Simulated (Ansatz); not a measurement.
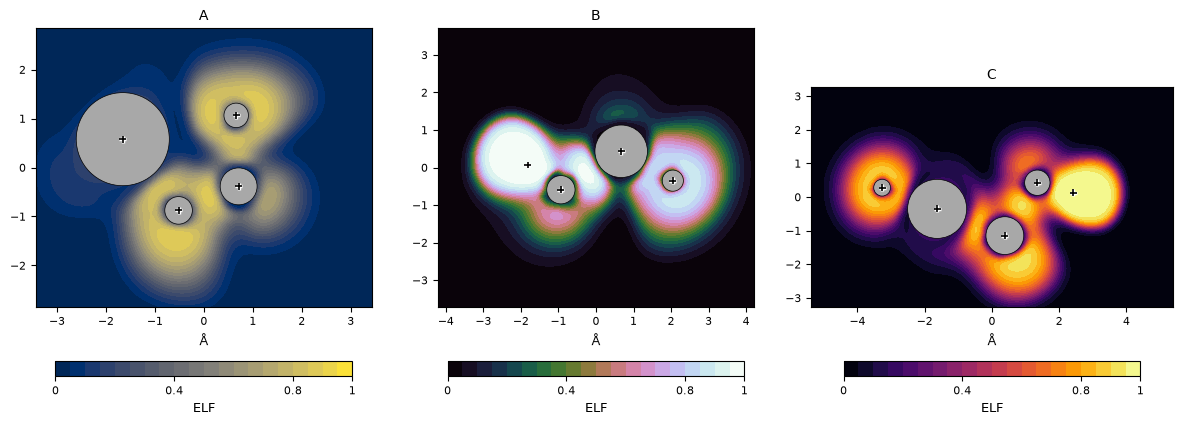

The electron localisation function of 3 systems, each on a plane through atoms (crosses mark nuclei in the plane; grey discs cover the cores).

Level of theory: Ansatz, isolated molecule in a Gaussian basis; Kohn-Sham density functional theory, functional PBE0.

System 1: CH2CuFO (SMILES FC[O][Cu]), the plane of atoms C1, O4 and Cu2. Geometry: PBE0-D3(BJ)/def2-SVP.

```xyz
6

C    -0.9755   -1.7643    1.3973
Cu   -1.6288   -3.4807   -0.3794
F    -2.3739   -1.7181    1.0135
O    -0.3554   -2.7125    0.7174
H    -1.0122   -1.9311    2.4973
H    -0.6137   -0.7323    1.1893
```

System 2: CH3FSZn, the plane of atoms C1, S3 and Zn4. Geometry: PBE-D3(BJ)/def2-SVP.

```yaml
atoms:
  - { symbol: C, position_ang: [-1.6761, -0.7366, -1.7118] }
  - { symbol: F, position_ang: [1.7256, 2.3836, -1.5937] }
  - { symbol: S, position_ang: [-1.7512, 0.8802, -2.5981] }
  - { symbol: Zn, position_ang: [0.1715, 1.7039, -2.0386] }
  - { symbol: H, position_ang: [-1.6021, -0.6116, -0.6146] }
  - { symbol: H, position_ang: [-0.8486, -1.3764, -2.0735] }
  - { symbol: H, position_ang: [-2.6314, -1.2495, -1.9362] }
```

System 3: CH5O2Si (charge −1), the plane of atoms Si4, C1 and H6. Geometry: r2SCAN-D4/def2-SVPD.

```yaml
atoms:
  - { symbol: C, position_ang: [2.5104, 1.7758, -0.9367] }
  - { symbol: O, position_ang: [0.0222, 0.4559, -1.9520] }
  - { symbol: O, position_ang: [0.5430, 3.1333, -2.4610] }
  - { symbol: Si, position_ang: [0.6546, 1.7881, -1.3676] }
  - { symbol: H, position_ang: [3.1130, 1.4721, -1.8094] }
  - { symbol: H, position_ang: [2.8474, 2.7779, -0.6178] }
  - { symbol: H, position_ang: [2.7186, 1.0675, -0.1171] }
  - { symbol: H, position_ang: [0.0067, 2.3369, -0.0937] }
  - { symbol: H, position_ang: [-0.0054, 2.8267, -3.1932] }
```

Match each panel to its system.

Answer. Panel A is system 1, CH2CuFO: the plane holds C, Cu, F and O. C–O (1.32 Å): the ELF peaks at about 0.90 between the atoms, as expected for a polar covalent bond. Panel B is system 3, CH5O2Si: the plane holds C, O, Si and H. Si–O (1.59 Å): the ELF peaks at about 0.85 between the atoms (a short, strongly polar bond). Panel C is system 2, CH3FSZn: the plane holds C, F, S, Zn and H. Zn–F (1.75 Å): the ELF peaks at about 0.80 in the valence shell of F, 0.5 Å from its nucleus, and is about 0.15 at the midpoint.
